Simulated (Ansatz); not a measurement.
BH₄NOSi (SMILES NB1O[SiH2]1)

Input file:

```
crystal:
  periodic: [false, false, false]
  atoms:
    - {symbol: N, position_ang: [-0.560368, 1.583653, -0.439149]}
    - {symbol: B, position_ang: [-0.094387, 0.343694, -0.038669]}
    - {symbol: O, position_ang: [0.408156, -0.107998, 1.153457]}
    - {symbol: Si, position_ang: [0.438647, -1.464844, 0.084438]}
    - {symbol: H, position_ang: [-0.903440, 1.762066, -1.364592]}
    - {symbol: H, position_ang: [-0.580019, 2.377415, 0.180507]}
    - {symbol: H, position_ang: [1.810268, -1.970094, -0.171624]}
    - {symbol: H, position_ang: [-0.426756, -2.580993, 0.539932]}
basis:
  gaussian: {orbitals: def2-TZVPP}
hamiltonian: {xc: pbe0, dispersion: d4}
output: {orbitals: {seedname: orbitals}}
```

Run with:

```sh
ansatz run in.yaml --threads 2 --pin off --events-out ev --progress --plain --max-ram 4352MiB
```

Geometry: PBE0-D4/def2-TZVP.

All numbers below come from Ansatz 0.2.0, RKS PBE0-D4/def2-TZVPP.

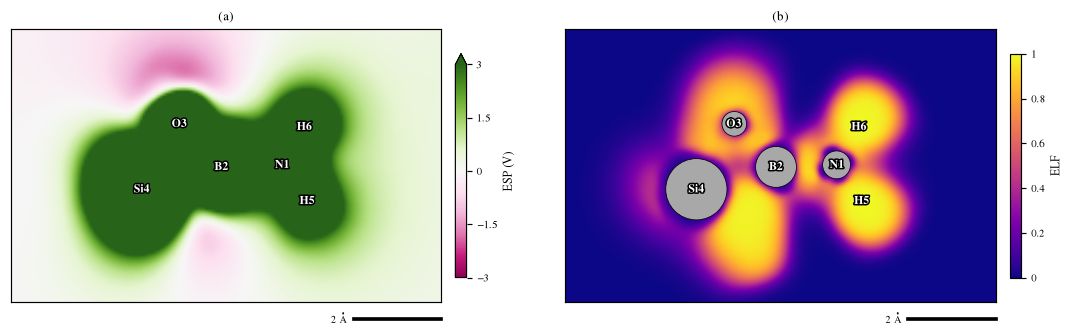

Figure 1. (a) electrostatic potential; (b) ELF on the plane of atoms B2, N1 and H5. Grey discs cover the atomic cores in the ELF map.

> Read the bonding off the picture.

The section cuts through N, B, O, Si and H sites.
B–O (1.37 Å): the ELF peaks at about 0.85 between the atoms; a polar covalent bond.
B–N (1.38 Å): the ELF peaks at about 0.90 between the atoms, as expected for a short, strongly polar bond.
Si–O (1.73 Å): the ELF peaks at about 0.80 between the atoms (a shared but strongly polarised pair).
Si–B (1.89 Å): the ELF peaks at about 0.65 between the atoms.
N–H (1.00 Å): the ELF climbs to about 1 towards the hydrogen, as it does in any bond to H; a covalent bond by its length.
The ELF also peaks beside O3, away from the bonds: lone-pair regions.
Outside the dense part of the molecule the potential is most negative (−1.8 V) near O3.

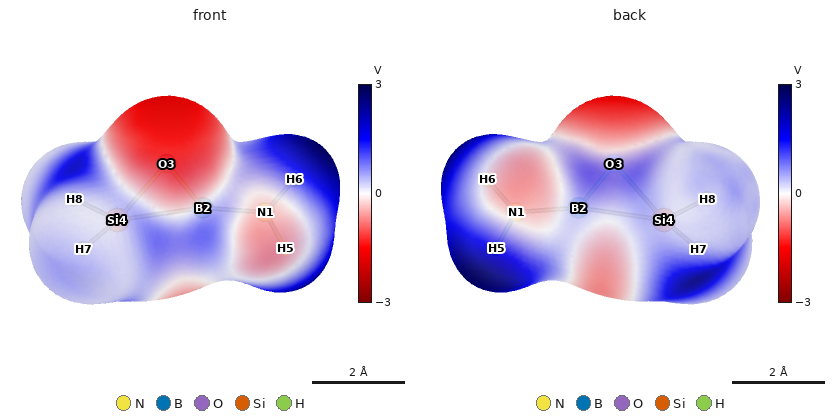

Figure 2. The molecular electrostatic potential painted on the density surface at 0.004 e/bohr³, seen from the front and from behind; the colour scale runs from red (negative) to blue (positive).

> Describe the electrostatic potential map.

The most negative region (about −1.7 V) lies over O3, the most positive (about +2.8 V) over H5 and H6. O3 is the likeliest acceptor of a hydrogen bond.

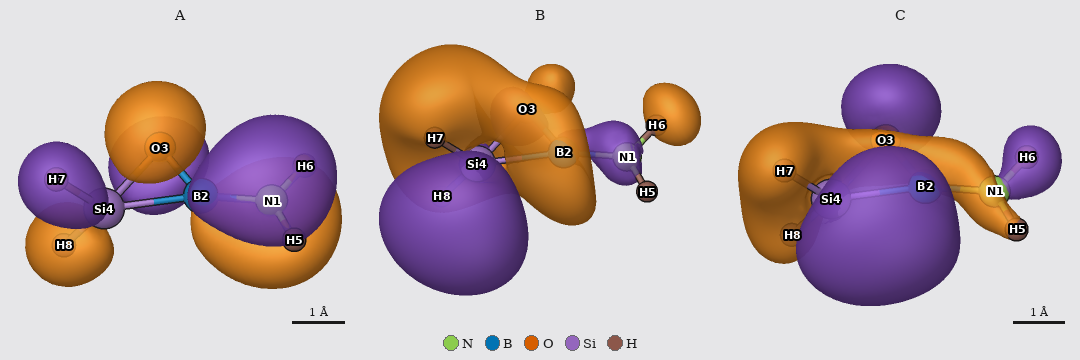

Figure 3. Three frontier orbitals at ±0.06 Å⁻³ᐟ² (orange and purple are the two phases), in no order.

> Which picture is the HOMO−1, the HOMO and the LUMO?

A is the HOMO−1 (−8.19 eV). It lies mainly on N1 (about 50 %), O3 (about 25 %) and B2 (about 10 %); largely a combination of lone pairs on N1 and O3. C is the HOMO (−6.82 eV). By Hirshfeld shares it lies mainly on Si4 (about 40 %), B2 (about 30 %) and O3 (about 25 %). B is the LUMO (−0.43 eV). Its weight (Hirshfeld) is mainly on Si4 (about 60 %), B2 (about 15 %), O3 (about 5 %), H8 (about 5 %) and H7 (about 5 %).

> What is the HOMO–LUMO gap?

6.39 eV between the orbital energies.
